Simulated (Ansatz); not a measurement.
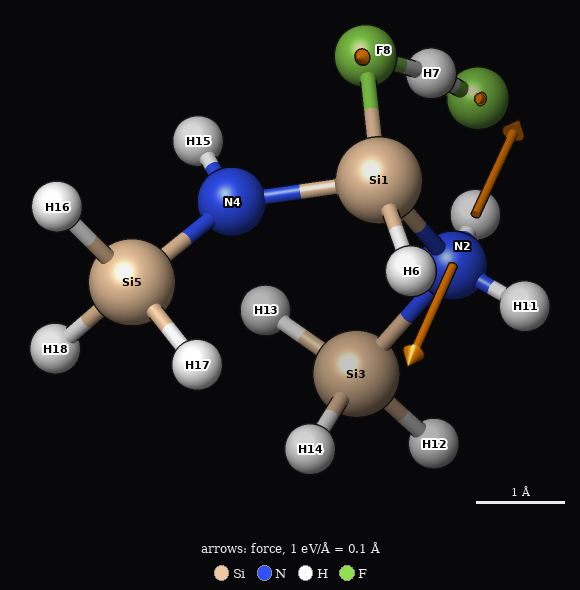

Starting geometry of Si$_{3}$N$_{2}$H$_{11}$F$_{2}$ (multiplicity 2) (started from a transition state, displaced along its imaginary mode) with the computed forces as orange arrows. The picture is a ball-and-stick view, seen from a free direction.

These are results of Ansatz 0.2.0, UKS PBE0-D4/def2-TZVP, not measurements. (force threshold 0.005 eV/Å; at most 200 steps)

Question: Is this structure relaxed? If not, where do the atoms go?

Answer: It isn't relaxed: the largest force vector, on an N atom, is 16.67 eV/Å. The final displacements have little in common with the starting forces (cosine between the two patterns 0.06). The largest move after the best rigid fit is that of an H atom, 1.21 Å. By element the largest moves are H 1.21 Å, F 0.42 Å, Si 0.40 Å, N 0.30 Å. Among the contacts that change: F–H 1.199 → 1.550 Å, F–Si 1.985 → 1.749 Å, H–N 0.825 → 1.026 Å, F–H 0.998 → 0.953 Å. Bond angles that change, for instance: Si–N–Si 132.4° → 123.6°, Si–N–H 109.6° → 116.9°, N–Si–H 101.8° → 94.6°. Groups turn about N–Si by about 55°. The energy falls by 174.5 kJ/mol in 25 accepted moves (28 points after the start). The largest force component goes from 16 to 0.005 eV/Å. The line search rejected the trial steps at points 4, 8, 19 of the run. The run took about 70 s of wall time on a shared GPU.
